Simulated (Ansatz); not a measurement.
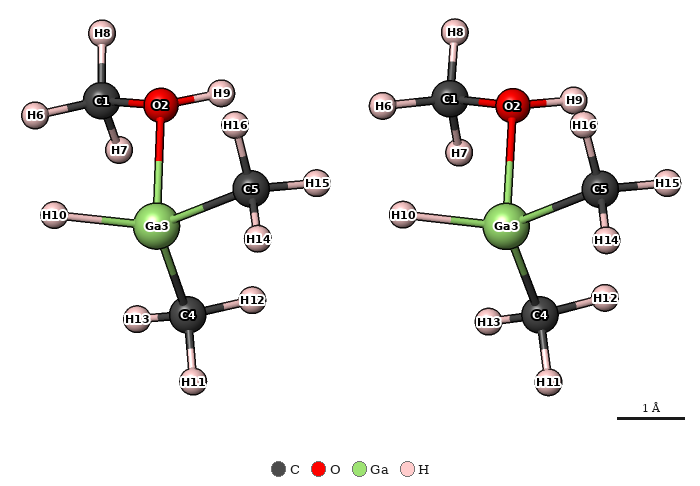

Two geometries of C3H11GaO, drawn at one scale. One is the start of a relaxation, the other its converged end. A ball-and-stick model, seen from a free direction.

Computed with RKS PBE0-D4/def2-TZVP (Ansatz). (force threshold 0.005 eV/Å; at most 150 steps)

Which one is relaxed?

The left one is the relaxed one. The start comes from PBE-D4/def2-SVP. The largest move after the best rigid fit is that of H6, 0.16 Å. By element the largest moves are H 0.16 Å, O 0.04 Å, C 0.04 Å, Ga 0.01 Å. Some distances before and after: O2–Ga3 2.206 → 2.186 Å, C1–H6 1.106 → 1.088 Å, O2–H9 0.976 → 0.962 Å, Ga3–C4 2.004 → 1.990 Å. Bond angles that change, for instance: Ga3–O2–H9 108.5° → 110.6°. After 15 geometry steps the energy has fallen by 0.057 eV. Largest force component: 0.7 eV/Å at the start, 0.0018 eV/Å at the end. The run took 96 s on 4 threads of Arm Neoverse V2, with other jobs on the host.
